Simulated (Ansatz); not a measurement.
The reference is BaTiO$_{3}$ (space group P4mm, No. 99; a = 3.973 Å, c = 4.112 Å).

Perturbation: a hydrostatic pressure of 30 GPa.

All numbers come from r2SCAN (Ansatz, a quantum-chemistry and plane-wave program), without spin-orbit coupling, earlier PAW set.

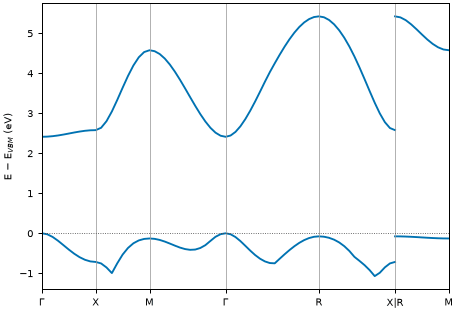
*Highest valence and lowest conduction band along the path of the changed cell's own zone*

Question: From the figure, how large is the changed gap, and is it direct?

Answer: About 2.4 eV, direct at Γ.

Load acts through the strain it causes; cell and atoms are relaxed under it. No phonon test of stability was made. No other phases were tried under pressure. The final runs are not spin-polarised. Along this pressure series the structure jumps between pressure 9 GPa and pressure 18 GPa; cells beyond that are another form of it. k-point labels follow each cell's own Brillouin zone.
